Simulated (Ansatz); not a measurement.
# C₂H₇BSi: up Jacob's ladder to CCSD(T)

Aim: compute C₂H₇BSi with functionals from several rungs and with coupled cluster, and see how far each lands from CCSD(T) at the basis-set limit for the atomisation energy.

Method: functionals in def2-TZVPP, the program's frozen cores in correlated methods; program: Ansatz 0.2.0, Gaussian basis.

Plan: LDA (SPW92), PBE-D4, revPBE-D4, BLYP-D4, r2SCAN-D4, B97M-V, PBE0-D4, B3LYP-D4, r2SCANh-D4, r2SCAN0-D4, HSE06-D4, BHLYP-D4, CAM-B3LYP-D4, LC-ωPBE, ωB97X-V, ωB97M-V, B2PLYP, PBE-QIDH; CCSD(T)/def2-SVP; CCSD(T)/def2-TZVPP; MP2/def2-QZVPP; extrapolation to the limit; RPA on PBE.

### 1 The relaxed structure

All runs share one geometry, relaxed beforehand with PBE0-D4 in a triple-zeta def2 set.

SMILES `BC1C[SiH2]1`, 11 atoms, charge 0, spin multiplicity 1.

Atoms are counted from 1 here; the program's logs count them from 0.

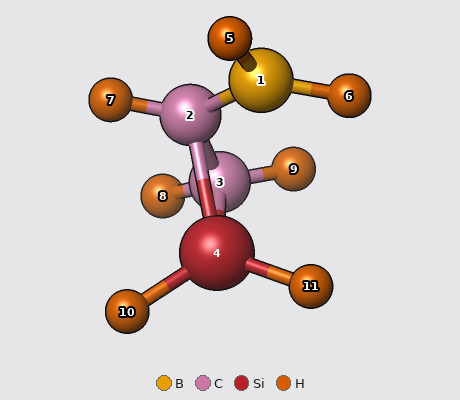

The structure; boron amber, carbon pink, silicon red, hydrogen orange; atoms are numbered from 1 in the order of the file.

### 2 LDA

This LDA is Slater exchange with PW92 correlation.

File in.yaml:

```yaml
crystal:
  periodic: [false, false, false]
  atoms:
    - {symbol: B, position_ang: [-0.921270, 1.093167, -0.547696]}
    - {symbol: C, position_ang: [0.217164, 0.728624, 0.352726]}
    - {symbol: C, position_ang: [0.260553, -0.522586, 1.206449]}
    - {symbol: Si, position_ang: [0.475257, -0.938664, -0.581127]}
    - {symbol: H, position_ang: [-0.808170, 2.000482, -1.319929]}
    - {symbol: H, position_ang: [-1.944586, 0.462961, -0.509391]}
    - {symbol: H, position_ang: [1.137638, 1.310146, 0.329762]}
    - {symbol: H, position_ang: [1.104666, -0.619437, 1.880092]}
    - {symbol: H, position_ang: [-0.684436, -0.824824, 1.648435]}
    - {symbol: H, position_ang: [1.833287, -1.126612, -1.125724]}
    - {symbol: H, position_ang: [-0.604704, -1.620258, -1.313098]}
basis:
  gaussian: {orbitals: def2-TZVPP}
hamiltonian: {xc: lda}
output: {orbitals: {seedname: orbitals}}
```

Started as:

```sh
> ansatz run in.yaml --threads 2 --pin off --events-out ev --progress --plain --max-ram 4352MiB
```

After this run come: PBE-D4 (GGA); revPBE-D4 (GGA); BLYP-D4 (GGA); r2SCAN-D4 (meta-GGA); B97M-V (meta-GGA); B3LYP-D4 (hybrid); r2SCANh-D4 (hybrid); r2SCAN0-D4 (hybrid); HSE06-D4 (hybrid); BHLYP-D4 (hybrid); CAM-B3LYP-D4 (range-separated); LC-ωPBE (range-separated); ωB97X-V (range-separated); ωB97M-V (range-separated); B2PLYP (double hybrid); PBE-QIDH (double hybrid); CCSD(T) in def2-SVP; CCSD(T) in def2-TZVPP; MP2 in def2-QZVPP; RPA on PBE orbitals.

**Question.** What will the summary of the whole plan be? Wanted: atomisation energy, CCSD(T)/CBS; farthest beyond LDA; mean size of error, GGA; mean size of error, meta-GGA; mean size of error, hybrid; mean size of error, range-separated; mean size of error, double hybrid; gap, smallest and largest; T1 diagnostic.

As calculated:

```
                               quantity                                                        value
        atomisation energy, CCSD(T)/CBS                                                    41.144 eV
    functionals within 0.206 eV (0.5 %)  revPBE-D4, BLYP-D4, B3LYP-D4, r2SCAN0-D4, LC-ωPBE, PBE-QIDH
                    farthest beyond LDA                                           PBE-D4 (+0.724 eV)
                mean size of error, GGA                                                     0.327 eV
           mean size of error, meta-GGA                                                     0.407 eV
             mean size of error, hybrid                                                     0.306 eV
    mean size of error, range-separated                                                     0.219 eV
      mean size of error, double hybrid                                                     0.202 eV
              gap, smallest and largest                    5.00 eV (LDA (SPW92)), 11.56 eV (LC-ωPBE)
                          T1 diagnostic                                                       0.0112
triples share of the correlation energy                                                        4.2 %
```

In words: The LDA atomisation energy is off by 5.433 eV (13 %): it overbinds. PBE-D4 is off by +0.724 eV. Double hybrids carry the basis error of their MP2 part in triple zeta, and no dispersion term here, so their miss is partly the set-up's. Taken by rung, double hybrid functionals do best (0.202 eV on average) and meta-GGA ones worst beyond LDA (0.407 eV). The gap between the best rungs is small, so their order is not settled. The reference freezes the cores and leaves out relativity and excitations past (T), so misses under about 0.206 eV can't be ranked. Hartree-Fock recovers 76 % of the binding; the rest is correlation. CCSD(T) in def2-SVP is off by -1.892 eV, so the small basis spoils what the method gains. Orbital gaps span 5.0 to 11.6 eV; exact exchange widens them.
